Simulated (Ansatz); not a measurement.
# NO2F (SMILES O=[N+]([O-])F): levels of theory compared

Aim: a comparison of 6 runs (BLYP/STO-3G, PBE/STO-3G, PBE0/STO-3G, revPBE/STO-3G, wB97M-V/STO-3G, MP2/STO-3G) of NO2F. 

The calculation is run with Ansatz 0.2.0.

58 further runs of the same task are left out: 10 that didn't finish, 48 set aside as unsound or not needed.

### 1 Starting point

NO2F: 4 atoms, total charge 0, spin state singlet. As SMILES, `O=[N+]([O-])F`. The N2–O1 distance was set to 2.291 Å, away from the relaxed value. At this shape a bond of the SMILES string is far longer than usual.

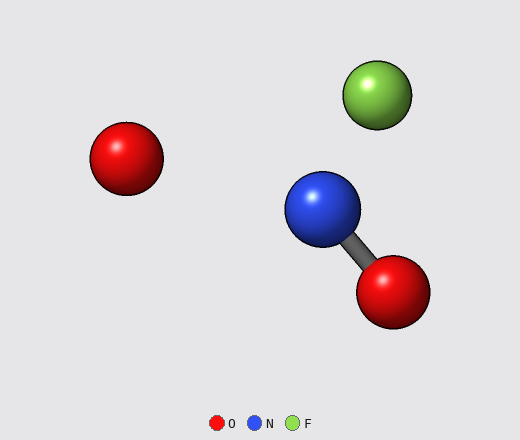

The structure, seen from a chosen angle (oxygen red, nitrogen blue, fluorine green).

### 2 A single-point energy at BLYP/STO-3G (run 1)

Contents of input.yaml:

```yaml
crystal:
  periodic: [false, false, false]
  atoms:
    - symbol: O
      position_ang: [0.267767, 1.030119, 2.109262]
    - symbol: N
      position_ang: [0.109710, -0.098240, 0.122020]
    - symbol: O
      position_ang: [0.475520, -1.064170, -0.373030]
    - symbol: F
      position_ang: [-0.773970, 0.696460, -0.864650]
basis:
  gaussian: {orbitals: STO-3G}
total_charge: 0
hamiltonian: {xc: {name: BLYP}}
accuracy: high
```

On the command line:

```console
$ ansatz run input.yaml --threads 1 --pin off --max-ram 2610MiB --events-out events.jsonl --progress --plain --runs-dir runs
```

The log of the run:

```text
Warning: RAYON_NUM_THREADS=1 ignored (pool sized by the plan → 1); use --threads N
Functional definition: BLYP
  name "BLYP"
  parameter beta = 0.0042
  parameter a = 0.04918
  parameter b = 0.132
  parameter c = 0.2533
  parameter d = 0.349
  exchange = b88_x(beta = beta)
  correlation = lyp_c(a = a, b = b, c = c, d = d)
350 factors; integrals over basis functions are off by at most 2.9e-8 eV
mean field evaluation 1: about -8153.8428 eV, gradient 6.2e1 eV
mean field evaluation 2: about -7933.1344 eV, gradient 1.7e2 eV
mean field evaluation 4: about -8103.5514 eV, gradient 6.8e1 eV
mean field evaluation 8: about -8173.6488 eV, gradient 9.4e-1 eV
mean field evaluation 16: about -8173.5968 eV, gradient 6.4e-8 eV
mean field evaluation 32: about -8173.5090 eV, gradient 2.4e0 eV
mean field -8173.59677913 eV, -300.3741413703 hartree, gradient 6.4e-8 eV, S^2 0.000000; 3 other end points of the search recorded, 0 dependent functions left out
reference -8173.59680362 eV, -300.3741422703 hartree; 16, 16 occupied and 4, 4 virtual orbitals, 350 factors
Total energy: -8173.59680362 eV, -300.3741422703 hartree
```

It took 1.4 s on 1 thread of Arm Neoverse V1, shared host; peak memory 0.091 GiB.

### 3 A single-point energy at PBE/STO-3G (run 2)

Contents of in.yaml:

```yaml
crystal:
  periodic: [false, false, false]
  atoms:
    - {symbol: O, position_ang: [0.267767, 1.030119, 2.109262]}
    - {symbol: "N", position_ang: [0.109710, -0.098240, 0.122020]}
    - {symbol: O, position_ang: [0.475520, -1.064170, -0.373030]}
    - {symbol: F, position_ang: [-0.773970, 0.696460, -0.864650]}
basis:
  gaussian:
    orbitals: STO-3G
accuracy: high
hamiltonian:
  xc: {name: PBE}
```

On the command line:

```console
$ ansatz run in.yaml --threads 1 --pin off --max-ram 2610MiB --events-out events.jsonl --progress --plain --runs-dir runs
```

The log of the run:

```text
Warning: RAYON_NUM_THREADS=1 ignored (pool sized by the plan → 1); use --threads N
Functional definition: PBE
  name "PBE"
  parameter kappa = 0.804
  parameter beta = 0.06672455060314922
  exchange = pbe_x(kappa = kappa, mu = beta*pi^2/3)
  correlation = pbe_c(beta = beta)
350 factors; integrals over basis functions are off by at most 2.9e-8 eV
mean field evaluation 1: about -8148.2404 eV, gradient 6.1e1 eV
mean field evaluation 2: about -7937.0573 eV, gradient 1.4e2 eV
mean field evaluation 4: about -8116.1837 eV, gradient 9.6e1 eV
mean field evaluation 8: about -8167.7412 eV, gradient 7.5e-1 eV
mean field evaluation 16: about -8167.6899 eV, gradient 6.3e-8 eV
mean field evaluation 32: about -8167.5446 eV, gradient 3.2e0 eV
mean field -8167.68992130 eV, -300.1570683487 hartree, gradient 6.3e-8 eV, S^2 0.000000; 4 other end points of the search recorded, 0 dependent functions left out
reference -8167.68992213 eV, -300.1570683793 hartree; 16, 16 occupied and 4, 4 virtual orbitals, 350 factors
Total energy: -8167.68992213 eV, -300.1570683793 hartree
```

It took 1.6 s on 1 thread of Arm Neoverse V1, shared host; peak memory 0.091 GiB.

Runs 3 to 5 aren't shown in full; the table further down has their settings and results.

### 4 The energy at MP2/STO-3G (run 6)

input.yaml, as its differences from that of step 2:

```diff
@@ -5,3 +5,3 @@
       position_ang: [0.267767, 1.030119, 2.109262]
-    - symbol: N
+    - symbol: "N"
       position_ang: [0.109710, -0.098240, 0.122020]
@@ -13,4 +13,3 @@
   gaussian: {orbitals: STO-3G}
-total_charge: 0
-hamiltonian: {xc: {name: BLYP}}
+correlation: {method: mp2, frozen_orbitals: {F: 1, "N": 1, O: 1}}
 accuracy: high
```

On the command line:

```console
$ ansatz run input.yaml --threads 1 --pin off --max-ram 2610MiB --events-out events.jsonl --progress --plain --runs-dir runs
```

The log of the run, cut to the lines that bear on the results:

```text
Warning: RAYON_NUM_THREADS=1 ignored (pool sized by the plan → 1); use --threads N
Functional definition: HF
  name "HF"
[...]
350 factors; integrals over basis functions are off by at most 2.9e-8 eV
[...]
mean field -8140.67423190 eV, -299.1642600753 hartree, gradient 2.9e-8 eV, S^2 0.000000; 8 other end points of the search recorded, 0 dependent functions left out; unrestricted orbitals would lower it
unrestricted determinant -8143.11629678 eV, -299.2540043043 hartree, S^2 1.4765
4 core orbitals not correlated: weight in the atoms' cores, before any rotation towards them, 1.000 or more for the frozen orbitals, at most 0.000 for the correlated occupied ones
reference -8140.67423190 eV, -299.1642600753 hartree; 12, 12 occupied and 4, 4 virtual orbitals, 350 factors
second order -4.65841228 eV of doubles, -0.00000000 eV of singles
Total energy: -8145.33264418 eV, -299.3354535689 hartree
```

It took 0.38 s on 1 thread of Arm Neoverse V1, shared host.

### 5 All runs side by side

```
run           level  frozen core orbitals  energy (Eh)  wall time
  1     BLYP/STO-3G                     –  -300.374142      1.4 s
  2      PBE/STO-3G                     –  -300.157068      1.6 s
  3     PBE0/STO-3G                     –  -300.167168      1.3 s
  4   revPBE/STO-3G                     –  -300.402543      1.6 s
  5  wB97M-V/STO-3G                     –  -300.455347       19 s
  6      MP2/STO-3G                     4  -299.335454     0.38 s
```

### 6 Results

```
                                          quantity          value
                               run 6: total energy  -299.33545 Eh
run 6: correlation energy (4 core orbitals frozen)     -171.2 mEh
```

In words: Totals of different functionals can't be ranked against each other. In run 6 the log says that unrestricted orbitals would lower the reference, so the values rest on an unstable closed-shell determinant (other closed-shell runs at this shape may share the fault). In runs 1, 2, 3, 4, 5, 6 the basis is minimal, so the values are rough. All runs together took 26 s, the longest 19 s.
